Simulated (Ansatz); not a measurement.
## Electronic structure of BFGeH2O (SMILES FB[O][GeH]) in real space

The calculation's input:

```
crystal:
  periodic: [false, false, false]
  atoms:
    - symbol: B
      position_ang: [-0.826510, 0.332966, 3.360256]
    - symbol: F
      position_ang: [-1.209910, -0.063369, 4.574877]
    - symbol: Ge
      position_ang: [-2.167600, -1.243361, 1.082433]
    - symbol: O
      position_ang: [-1.501157, -0.091879, 2.284459]
    - symbol: H
      position_ang: [0.113773, 1.084036, 3.265473]
    - symbol: H
      position_ang: [-3.350722, -0.251991, 0.650627]
basis:
  gaussian:
    orbitals: def2-TZVPD
hamiltonian:
  xc: {name: PBE0}
output:
  forces: true
  orbitals: {seedname: orbitals}
```

Command:

```sh
ansatz run input.yaml --threads 1 --pin off --max-ram 2610MiB --events-out events.jsonl --progress --plain --runs-dir runs
```

Geometry: r2SCAN-D4/def2-SVP.

Computed with Ansatz 0.2.0, isolated molecule in a Gaussian basis; Kohn-Sham density functional theory, functional PBE0.

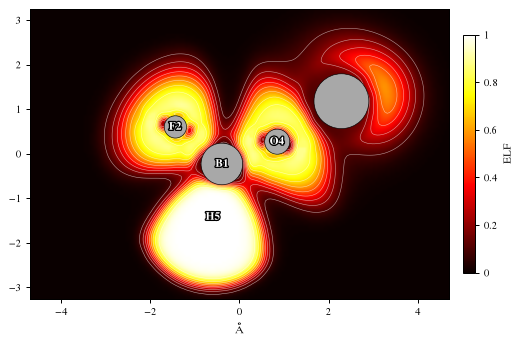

Figure 1. Electron localisation function on the plane of atoms F2, B1 and H5. Grey discs cover the atomic cores.

Q: What do the fields say about this system?

A: The section cuts through B, F, O and H sites. B–F (1.33 Å): the ELF peaks at about 0.85 between the atoms, as expected for a polar covalent bond. B–O (1.34 Å): the ELF peaks at about 0.85 between the atoms: a polar covalent bond. B–H (1.21 Å): the ELF climbs to about 1 towards the hydrogen, as it does in any bond to H; an ordinary covalent bond to hydrogen. The ELF also peaks beside F2, away from the bonds: lone-pair regions.

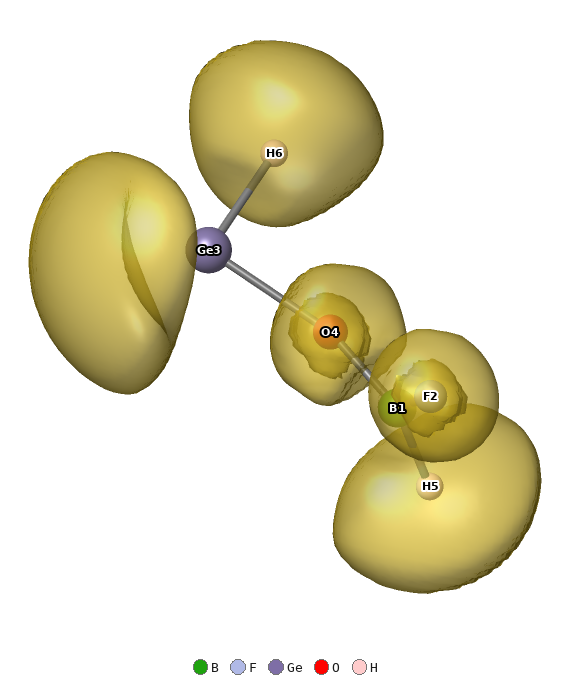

Figure 2. Isosurface of the electron localisation function at 0.75 (yellow), seen at an oblique angle. Core shells and regions of very low density are left out.

Q: Identify the bonds, lone pairs and shells in this picture.

A: At this value the surface marks out two regions around hydrogen nuclei, one region on F in which the atom's valence shell and bonds are merged, one region on O in which the atom's valence shell and bonds are merged and one lobe on Ge, pointing away from the bonds (lone pairs).

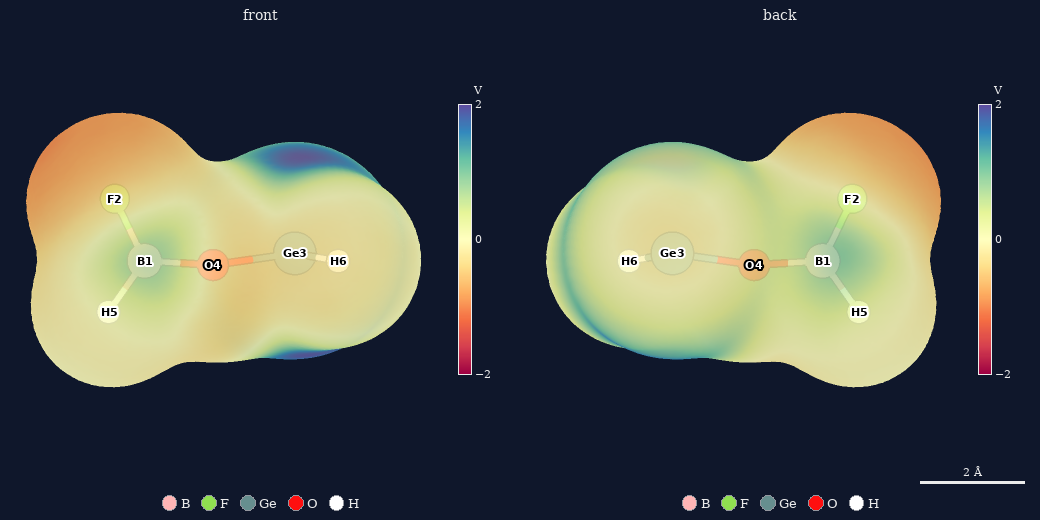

Figure 3. The electrostatic potential painted on the density surface at 0.001 e/bohr³, seen from the front and from behind; the colour scale runs from red (negative) to blue (positive).

Q: Where is the surface potential most negative and most positive?

A: The most negative region (about −0.9 V) lies over F2, the most positive (about +1.9 V) over Ge3.

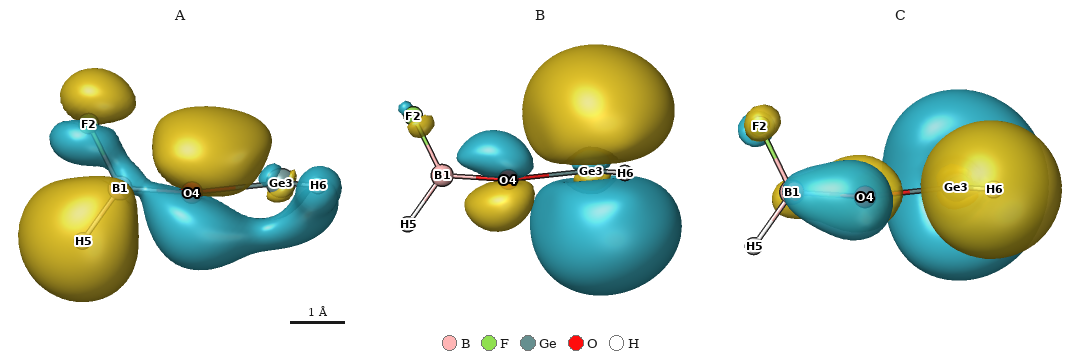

Figure 4. Three frontier orbitals at ±0.08 Å⁻³ᐟ² (yellow and cyan are the two phases), in no order.

Q: Which picture is the HOMO−1, the HOMO and the LUMO?

A: A is the HOMO−1 (−9.47 eV). It lies mainly on O4 (about 40 %), H5 (about 25 %), B1 (about 20 %), Ge3 (about 10 %) and F2 (about 10 %). C is the HOMO (−7.20 eV). It lies mainly on Ge3 (about 65 %), H6 (about 25 %) and O4 (about 10 %). B is the LUMO (−2.78 eV). By Hirshfeld shares it lies mainly on Ge3 (about 85 %) and O4 (about 10 %).

Q: What is the HOMO–LUMO gap?

A: 4.42 eV between the orbital energies.
